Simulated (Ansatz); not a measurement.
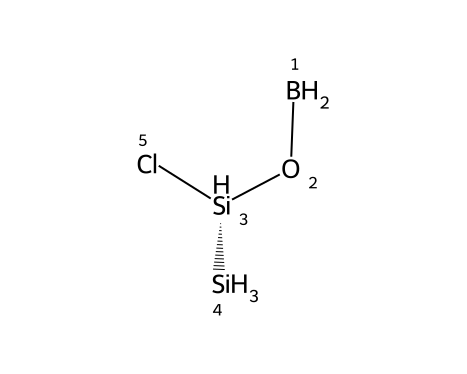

Skeletal drawing with numbered atoms; wedges and dashes mark any stereocentres. The configuration is that of a computed structure (PBE0-D4/def2-TZVP).

Q: What are the Cahn–Ingold–Prelog descriptors?

A: Si3: R.

Q: Give a SMILES with the stereochemistry.

A: BO[Si@H]([SiH3])Cl
